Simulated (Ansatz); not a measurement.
## Fields on a plane of Cs2HgPdCl6 (space group I4/mmm)

```
CELL_PARAMETERS angstrom
     -3.74556     3.74556     5.37943
      3.74556    -3.74556     5.37943
      3.74556     3.74556    -5.37943
ATOMIC_POSITIONS crystal
  Cs 0.75000 0.25000 0.50000
  Cs 0.25000 0.75000 0.50000
  Hg 0.50000 0.50000 0.00000
  Pd 0.00000 0.00000 0.00000
  Cl 0.71803 0.71803 0.00000
  Cl 0.28197 0.28197 0.00000
  Cl 0.21975 0.21975 0.43949
  Cl 0.78025 0.78025 0.56051
  Cl 0.21975 0.78025 0.00000
  Cl 0.78025 0.21975 0.00000
```

The slice is a (001) plane (indices of the conventional cell) through the point (0.718, 0.718, 0.000) (fractional), spanned by u = [101] and v = [011] in vectors of this cell: u (7.49 Å) and v (7.49 Å, at 90° to u). It covers one period; positions are fractions (u, v).

Atoms on it: Cl at (0.00, 0.00). Other atoms lie within 1 Å of the plane.

The numbers are results of r2SCAN (plane waves to 500 eV, PAW, scalar-relativistic; Ansatz, a quantum-chemistry and plane-wave program), not measurements. k mesh 6×6×6. Near the nuclei the fields are pseudised (PAW); where an atom keeps semicore shells as valence, they peak there. Cs2HgPdCl6 is run without spin polarisation and with no Hubbard U. Cs2HgPdCl6 was relaxed with its symmetry unable to fall. Spin-orbit coupling is left out, though Hg is heavy.

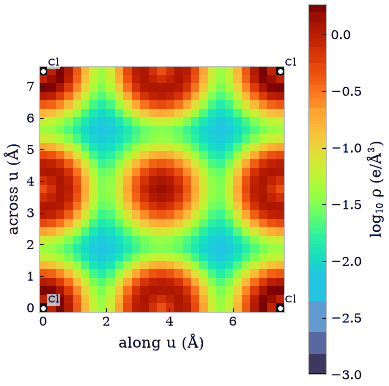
Fig. 1. Log₁₀ of the valence density in e/Å³, one period of the plane, atoms marked. The scale is logarithmic, as a density can span decades between atoms and voids; values under 0.001 e/Å³ are set to 0.001.

```tsv
v \ u	0.00	0.11	0.21	0.32	0.43	0.54	0.64	0.75	0.86	0.96
0.93	x	x	5.3	1.1	x	x	<-3.0	4.6	3.6	x
0.86	1.3	4.9	5.6	3.4	<-3.0	<-3.0	1.9	5.2	5.6	2.0
0.79	5.1	5.5	5.6	4.9	3.4	3.0	4.5	5.5	5.6	5.1
0.71	2.8	3.9	5.3	5.7	5.4	5.3	5.6	5.5	4.5	2.9
0.64	<-3.0	-0.5	4.5	5.9	5.1	4.5	5.9	5.2	1.9	<-3.0
0.57	x	<-3.0	3.4	5.6	-0.3	x	5.1	4.7	<-3.0	x
0.50	x	x	2.8	5.3	x	x	4.3	4.4	<-3.0	x
0.43	x	<-3.0	3.4	5.6	-0.3	x	5.1	4.7	<-3.0	x
0.36	<-3.0	-0.5	4.5	5.9	5.1	4.5	5.9	5.2	1.9	<-3.0
0.29	2.8	3.9	5.3	5.7	5.4	5.3	5.6	5.5	4.5	2.9
0.21	5.1	5.5	5.6	4.9	3.4	3.0	4.5	5.5	5.6	5.1
0.14	1.3	4.9	5.6	3.4	<-3.0	<-3.0	1.9	5.2	5.6	2.0
0.07	x	x	5.3	1.1	x	x	<-3.0	4.6	3.6	x
0.00	x	x	5.1	-0.5	x	x	<-3.0	4.3	1.3	x
```

Values: electrostatic potential energy of an electron, from the cell's mean, in eV. Points within 1 Å of a nucleus are blanked (x), as the pseudised field means little there. Values under -3 eV are set to -3. The zero, the cell's mean, hangs on the PAW cores.
